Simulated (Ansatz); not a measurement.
**AlClH₄OSi: density, localisation and related maps**

Input file:

```
crystal:
  periodic: [false, false, false]
  atoms:
    - { symbol: Al, position_ang: [0.0, 0.0, 0.0] }
    - { symbol: Cl, position_ang: [0.0, 0.0, 2.23] }
    - { symbol: O, position_ang: [1.5415, 0.0, -0.89] }
    - { symbol: Si, position_ang: [2.3874, -1.376, -1.352] }
    - { symbol: H, position_ang: [1.4599, -2.3514, -1.9176] }
    - { symbol: H, position_ang: [3.3882, -1.0195, -2.3535] }
    - { symbol: H, position_ang: [3.0504, -1.9546, -0.187] }
    - { symbol: H, position_ang: [-1.351, 0.0, -0.78] }
basis:
  gaussian: { orbitals: def2-SVP }
hamiltonian:
  xc: pbe
relax:
  f_tol: 0.02
  max_steps: 40
output:
  orbitals: {}
```

Run with:

```sh
ansatz run input.yaml --threads 1 --pin off --max-ram 2048MiB --backend cpu --events-out ev --progress --plain --runs-dir out
```

The fields are those of the run's last geometry, not of the input's.

Method: RKS PBE/def2-SVP in Ansatz 0.2.0.

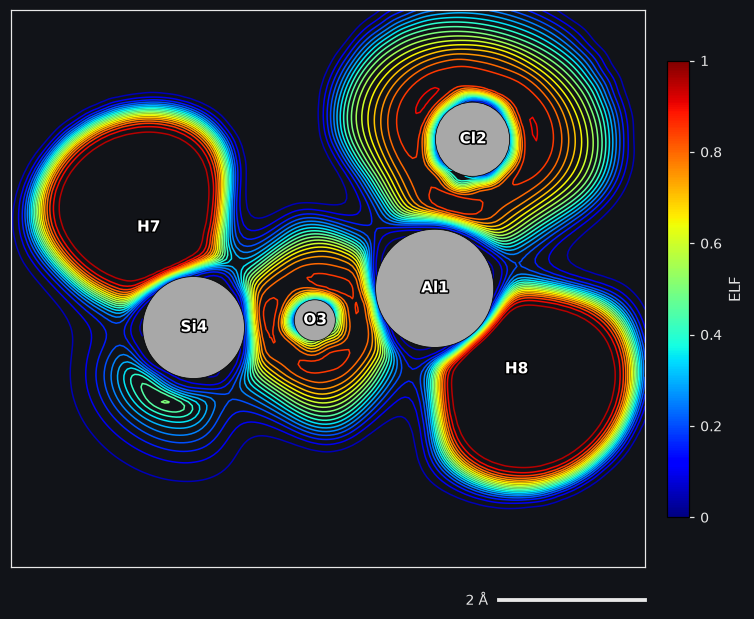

Figure 1. ELF on the plane of atoms Cl2, Al1 and O3. Grey discs cover the atomic cores.

Interpret the plot.

Answer. Atoms in the plane: Al, Cl, O, Si and H. Si–O (1.67 Å): the ELF peaks at about 0.85 between the atoms; a polar covalent bond. Al–O (1.70 Å): the ELF peaks at about 0.85 in the valence shell of O, 0.6 Å from its nucleus, and is about 0.40 at the midpoint. Al–Cl (2.11 Å): the ELF peaks at about 0.90 in the valence shell of Cl, 1.0 Å from its nucleus, and is about 0.80 at the midpoint. Si–H (1.51 Å): the ELF climbs to about 1 towards the hydrogen, as it does in any bond to H. Al–H (1.58 Å): the ELF climbs to about 1 towards the hydrogen. The ELF also peaks beside O3 and Cl2, away from the bonds: lone-pair regions.

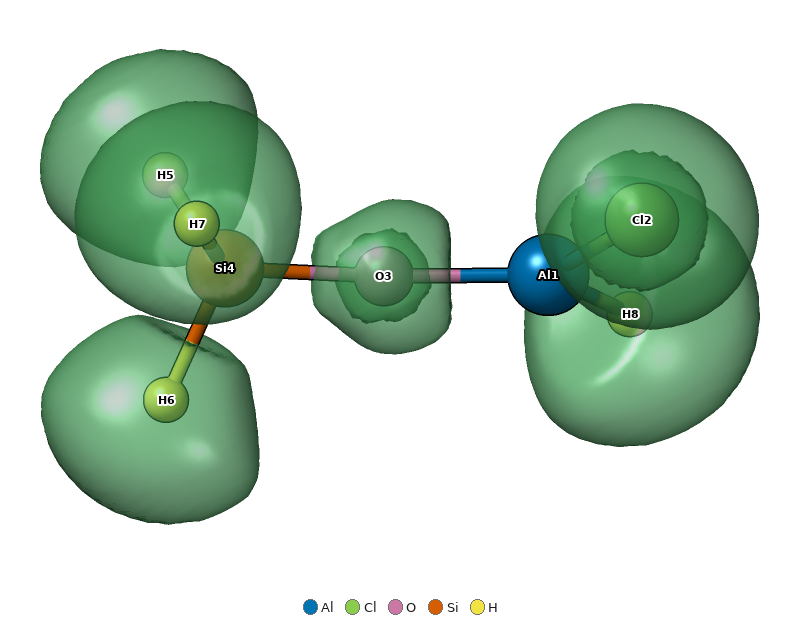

Figure 2. Isosurface of the electron localisation function at 0.8 (green), seen from one side. Only the valence region is drawn (cores and ρ < 0.01 e/Å³ removed).

What do the ELF domains correspond to?

Answer. The surface consists of four regions around hydrogen nuclei, one region on Cl in which the atom's valence shell and bonds are merged and one region wrapped around O (its valence shell).

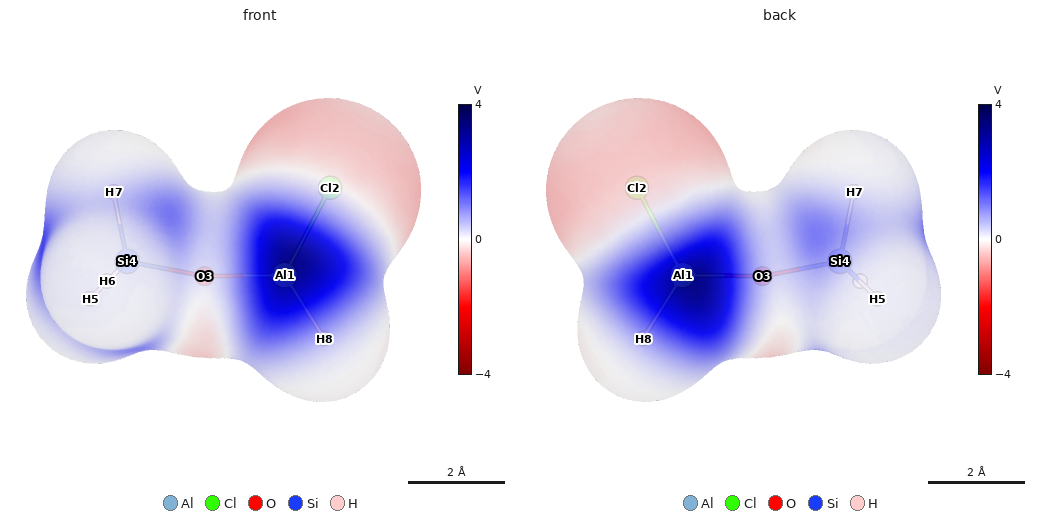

Figure 3. The molecular electrostatic potential painted on the density surface at 0.002 e/bohr³, seen from the front and from behind; red is negative and blue positive.

Which sites attract a positive test charge, and which a negative one?

Answer. A positive charge is drawn to the negative regions and a negative charge to the positive ones. The most negative region (about −0.5 V) lies over Cl2, the most positive (about +3.3 V) over Al1.
